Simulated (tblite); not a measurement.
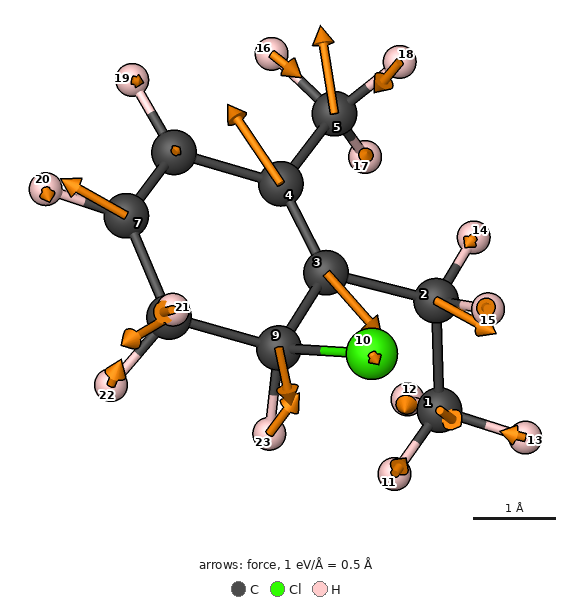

Starting geometry of C9H13Cl with the computed forces as orange arrows. The picture is a ball-and-stick view, seen at a tilt.

All numbers below come from tblite 0.8.0, GFN2-xTB geometry optimisation, gas phase. 

**What follows when this structure is relaxed?**

It isn't relaxed: the largest force vector, on a C atom, is 2.53 eV/Å. The final displacements have little in common with the starting forces (cosine between the two patterns 0.11). Over 94 geometry steps the energy falls by 0.783 eV. The atom that moves furthest after the best rigid fit is the Cl atom (1.12 Å). By element the largest moves are Cl 1.12 Å, H 0.95 Å, C 0.33 Å. Some distances before and after: C–H 1.144 → 1.091 Å, C–C 1.298 → 1.345 Å, C–C 1.462 → 1.495 Å, C–C 1.486 → 1.517 Å. Among the angles between lasting bonds that change: C–C–C 127.1° → 120.5°, C–C–C 117.8° → 124.4°, C–C–H 115.3° → 121.9°. Groups turn about C–C by about 45°, C–C by about 30°, C–C by about 30°.
